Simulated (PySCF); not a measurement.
C2H4O2S, SMILES `CO.O=C=S`.

Method: B3LYP/def2-SVP; geometry: GFN2-xTB; program: PySCF. The pair's geometry is semi-empirical, so its contact may be too short or too long. GFN2-xTB bond lengths at metals and heavier atoms can be off by up to 0.1 Å and shapes distorted, which carries into these values. Without diffuse functions Rydberg states are missing, so the states' numbers hold for this basis only.

The calculation's input:

```python
import numpy as np
from pyscf import gto, scf, dft, tdscf
from pyscf.scf import atom_ks, atom_hf
from scipy.linalg import block_diag

def solve(mol, dm0=None, hcore=None):
    mf = (dft.UKS if mol.spin else dft.RKS)(mol, xc='b3lyp')
    mf.grids.level = 3
    mf = mf.density_fit(auxbasis='def2-universal-jkfit')
    mf.conv_tol, mf.max_cycle = 1e-8, 80
    if hcore is not None:
        mf.get_hcore = lambda *args: hcore
    mf.kernel(dm0)
    if not mf.converged:
        mf = mf.newton().run(mf.mo_coeff, mf.mo_occ, max_cycle=30)
    assert mf.converged, 'SCF not converged'
    return mf

mol = gto.M(atom='''
C     -2.56877     0.03377    -0.00994
O     -1.42677    -0.79112     0.00555
H     -2.20860     1.05876    -0.07539
H     -3.15841    -0.07906     0.90545
H     -3.20492    -0.17700    -0.87551
H     -1.70527    -1.71149     0.06278
O      0.33148     1.63282     0.00681
C      0.93709     0.65075     0.00222
S      1.80185    -0.62074    -0.00437
''', basis='def2-svp', charge=0, spin=0, verbose=4)
mf = solve(mol)
td = mf.TDA()
td.nstates, td.singlet, td.conv_tol = 5, True, 1e-5
td.kernel()
td.analyze()
x, y = np.array([p[0] for p in td.xy]), np.array([p[1] + 0 * p[0] for p in td.xy])
f, mu = td.oscillator_strength(), td.transition_dipole()
nto = [td.get_nto(state=i + 1, verbose=4) for i in range(len(td.e))]
# spherically averaged free atoms, for the promolecule
atm = atom_ks.get_atm_nrks(mol, xc='b3lyp')
pro = block_diag(*[(atm[a[0]][2] * atm[a[0]][3]) @ atm[a[0]][2].T for a in mol._atom])
np.savez('result.npz', e=td.e, f=f, ok=td.converged, w=[n[0] for n in nto], nto=[n[1] for n in nto], x=x, y=y, c=mf.mo_coeff, occ=mf.mo_occ, eps=mf.mo_energy, pro=pro, mu=mu)
```

Command:

```sh
OMP_NUM_THREADS=1 python input.py
```

The run took 83 s on 1 thread of Arm Neoverse V1, with other jobs on the host, peak memory 0.52 GiB.

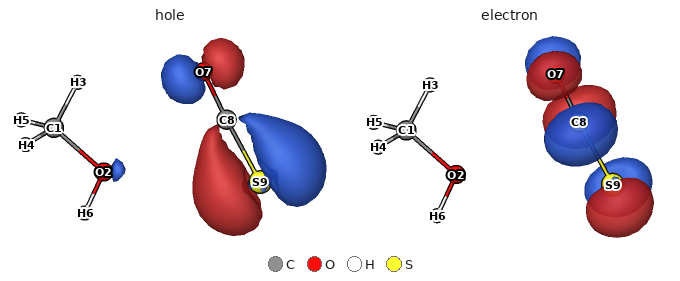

Leading natural transition orbital pair of S₁ (TDA singlet states); the surfaces enclose about 70 % of each orbital's density.

Q: Where does the state lie, and where do hole and electron sit?

A: 5.83 eV (212 nm), f = 0.000 (dark); the leading pair carries 75 %; hole on S9 (67 %), O7 (18 %) and C8 (11 %), electron on C8 (41 %), S9 (33 %) and O7 (25 %) (shares are of the whole state, not of the leading pair alone); their centroids lie 0.6 Å apart. In canonical orbitals it is mainly HOMO−1 → LUMO (74 %). The HOMO–LUMO gap is 7.26 eV.
